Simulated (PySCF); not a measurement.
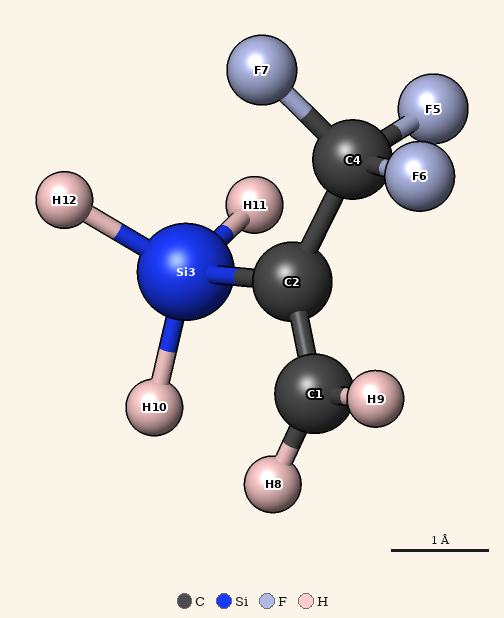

**Figure 1.** The structure as given in the input (ball-and-stick view, seen at a tilt; atoms are numbered from 1 in the order of the input). Bond lengths as drawn: C–C 1.34 to 1.50 Å, C–F 1.33 to 1.34 Å, C–H 1.09 Å, C–Si 1.89 Å and H–Si 1.49 Å.

# C3H5F3Si: a changed input and its effect

System: C3H5F3Si.
Method of the first run: TDDFT PBE0/def2-SVPD, vertical, gas phase, core orbitals frozen in the response (PySCF 2.14.0).

The geometry comes from this level: PBE0-D3(BJ)/def2-SVP. Text and figures count atoms from 1; the logs count them from 0 in places.

**The input, the first run**
```
{"job": {"kind": "uv", "xc": "PBE0", "basis": "def2-SVPD", "ip": true}, "charge": 0, "multiplicity": 1}
C     -0.637356     1.468144    -0.213568
C     -0.185918     0.224863    -0.017989
Si     1.631119    -0.224585    -0.267187
C     -1.136303    -0.853496     0.417091
F     -1.214034    -1.817849    -0.508042
F     -2.376462    -0.411476     0.636222
F     -0.711269    -1.433410     1.548143
H      0.030201     2.270635    -0.539225
H     -1.688966     1.726596    -0.055460
H      2.293179     0.971405    -0.864832
H      1.762076    -1.395828    -1.180710
H      2.273751    -0.557260     1.037578
```

The first line tells a small driver script what to run in PySCF; the rest is the geometry in Å.

Command:
```bash
OMP_NUM_THREADS=1 python <driver script> task.json out
```

Hardware: 1 CPU thread, shared host.

**Output (the first run)**
```
coarse grid: 11240 points
cycle   1  E = -705.1987894857  dE =  8.166e-01  |g| = 8.067e-01  |ddm| = 4.348e+00
cycle   2  E = -705.0983115918  dE =  1.005e-01  |g| = 1.152e+00  |ddm| = 2.043e+00
cycle   3  E = -705.3139283995  dE = -2.156e-01  |g| = 8.145e-02  |ddm| = 1.234e+00
cycle   4  E = -705.3148832383  dE = -9.548e-04  |g| = 5.094e-02  |ddm| = 1.717e-01
cycle   5  E = -705.3155121364  dE = -6.289e-04  |g| = 1.227e-02  |ddm| = 7.221e-02
cycle   6  E = -705.3155467074  dE = -3.457e-05  |g| = 2.605e-03  |ddm| = 2.040e-02
cycle   7  E = -705.3155485404  dE = -1.833e-06  |g| = 4.574e-04  |ddm| = 5.032e-03
final grid: 107224 points
cycle   8  E = -705.4066063460  dE = -2.654e-05  |g| = 5.984e-03  |ddm| = 7.266e-02
cycle   9  E = -705.4066011133  dE =  5.233e-06  |g| = 8.133e-03  |ddm| = 1.557e-02
cycle  10  E = -705.4066142916  dE = -1.318e-05  |g| = 5.880e-04  |ddm| = 8.140e-03
cycle  11  E = -705.4066143542  dE = -6.254e-08  |g| = 2.144e-04  |ddm| = 7.765e-04
cycle  12  E = -705.4066143633  dE = -9.161e-09  |g| = 1.001e-04  |ddm| = 4.533e-04
cycle  13  E = -705.4066143658  dE = -2.524e-09  |g| = 1.910e-05  |ddm| = 1.640e-04
cycle  14  E = -705.4066143659  dE = -7.412e-11  |g| = 6.600e-06  |ddm| = 3.083e-05
converged SCF energy = -705.4066143659

Static polarisability (au): isotropic 66.541, principal 54.462 67.519 77.643

Singlet excitations
state   eV       nm        f      main configurations
  1   6.7937    182.5   0.00201   H-1->L 0.96
  2   7.0976    174.7   0.31676   H->L 0.90
  3   7.5382    164.5   0.00318   H-2->L 0.97
  4   7.8078    158.8   0.00290   H->L+1 0.92
  5   8.0806    153.4   0.05721   H-3->L 0.89
  6   8.2541    150.2   0.00569   H->L+2 0.69, H->L+3 0.23
  7   8.3846    147.9   0.00657   H->L+3 0.72, H->L+2 0.19
  8   8.5743    144.6   0.00016   H-4->L 0.91
  9   8.6974    142.6   0.01546   H->L+4 0.94
 10   8.9419    138.7   0.02769   H->L+5 0.42, H-1->L+1 0.32, H-2->L+1 0.15

Triplet excitations (Tamm-Dancoff, eV): 4.1891 6.1895 7.3779 7.3869
Vertical ionisation energy (delta-SCF) = 10.7430 eV
Vertical electron affinity (delta-SCF) = -0.6749 eV
```

The second run used a changed input.

**The two runs side by side**

| quantity | the first run | the second run |
| --- | --- | --- |
| outcome | converged | converged |
| total energy (hartree) | −705.406614 | −705.756589 |
| HOMO (eV) | −8.71 | −8.39 |
| LUMO (eV) | −1.23 | −0.74 |
| dipole moment (D) | 2.32 | 2.00 |
| lowest excitation (eV) | 6.79 | 6.97 |
| SCF iterations | 14 | 14 |
| strongest computed line (eV) | 7.10 | 7.43 |
| basis functions | 193 | 112 |
| wall time (shared host) | 2 min | 14 s |

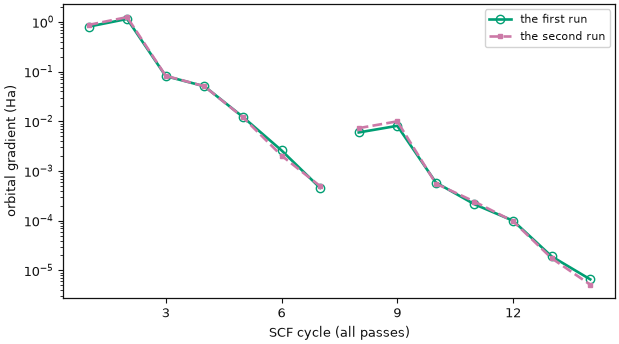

**Figure 2.** Convergence of the two runs: orbital gradient against the SCF cycle. A break in a curve parts two SCF passes (coarse and final grid). The first run takes 14 cycles in all, and the second run takes 14.

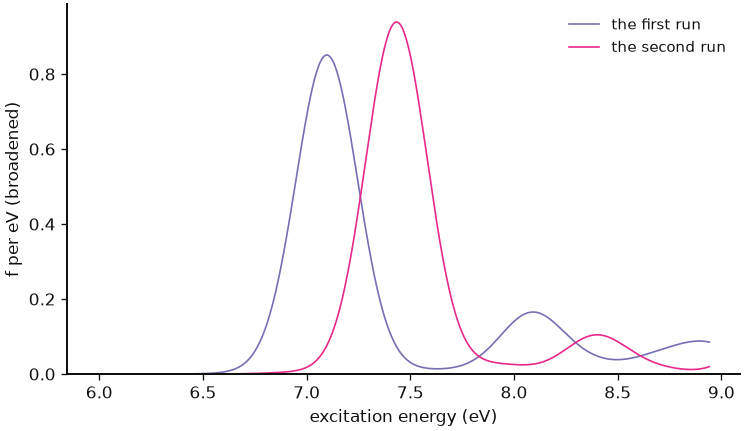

**Figure 3.** Absorption of the two runs from their computed states, each broadened by a Gaussian of 0.35 eV full width; the range ends where the shorter list of states ends.

Which change of the input explains these differences?

The change (lines with − go, lines with + come):
```diff
-"basis": "def2-SVPD"
-"ip": true
+"basis": "6-31G*"
```

The total energy of the second run is 219.6 kcal/mol lower, which measures the change of basis and not a stability. The HOMO goes from −8.71 to −8.39 eV. The LUMO goes from −1.23 to −0.74 eV. The dipole moment goes from 2.32 to 2.00 D. The lowest excitation goes from 6.79 to 6.97 eV. The strongest computed line goes from 7.10 to 7.43 eV. Diffuse functions give room to the loosely bound empty orbitals, which lowers the LUMO. The number of SCF iterations is the same. The basis functions go from 193 to 112.

**Output (the second run)**
```
coarse grid: 11240 points
cycle   1  E = -705.6447049048  dE =  8.614e-01  |g| = 8.732e-01  |ddm| = 3.186e+00
cycle   2  E = -705.5245180408  dE =  1.202e-01  |g| = 1.252e+00  |ddm| = 1.205e+00
cycle   3  E = -705.7776334818  dE = -2.531e-01  |g| = 8.268e-02  |ddm| = 7.361e-01
cycle   4  E = -705.7787709800  dE = -1.137e-03  |g| = 5.092e-02  |ddm| = 1.173e-01
cycle   5  E = -705.7794034438  dE = -6.325e-04  |g| = 1.209e-02  |ddm| = 4.574e-02
cycle   6  E = -705.7794409532  dE = -3.751e-05  |g| = 2.049e-03  |ddm| = 1.206e-02
cycle   7  E = -705.7794420569  dE = -1.104e-06  |g| = 4.973e-04  |ddm| = 2.661e-03
final grid: 107224 points
cycle   8  E = -705.7565780236  dE = -2.223e-05  |g| = 7.304e-03  |ddm| = 1.688e-02
cycle   9  E = -705.7565702709  dE =  7.753e-06  |g| = 1.001e-02  |ddm| = 1.289e-02
cycle  10  E = -705.7565892507  dE = -1.898e-05  |g| = 5.592e-04  |ddm| = 6.999e-03
cycle  11  E = -705.7565893130  dE = -6.223e-08  |g| = 2.424e-04  |ddm| = 6.084e-04
cycle  12  E = -705.7565893256  dE = -1.261e-08  |g| = 9.772e-05  |ddm| = 2.716e-04
cycle  13  E = -705.7565893279  dE = -2.362e-09  |g| = 1.755e-05  |ddm| = 9.447e-05
cycle  14  E = -705.7565893280  dE = -6.457e-11  |g| = 5.164e-06  |ddm| = 1.880e-05
converged SCF energy = -705.7565893280

Static polarisability (au): isotropic 53.338, principal 39.589 54.300 66.124

Singlet excitations
state   eV       nm        f      main configurations
  1   6.9729    177.8   0.00169   H-1->L 0.97
  2   7.4336    166.8   0.34976   H->L 0.91
  3   7.9062    156.8   0.00782   H-2->L 0.93
  4   8.0116    154.8   0.00167   H->L+1 0.94
  5   8.3954    147.7   0.03793   H-3->L 0.90
  6   8.6082    144.0   0.00071   H-4->L 0.93
  7   8.6885    142.7   0.00451   H->L+2 0.97
  8   9.2394    134.2   0.01759   H-5->L 0.47, H->L+3 0.28, H-1->L+1 0.23
  9   9.2523    134.0   0.03284   H-5->L 0.52, H-1->L+1 0.23, H->L+3 0.22
 10   9.3533    132.6   0.00366   H-2->L+1 0.82, H-1->L+2 0.09

Triplet excitations (Tamm-Dancoff, eV): 4.2175 6.3800 7.6742 7.7476
```
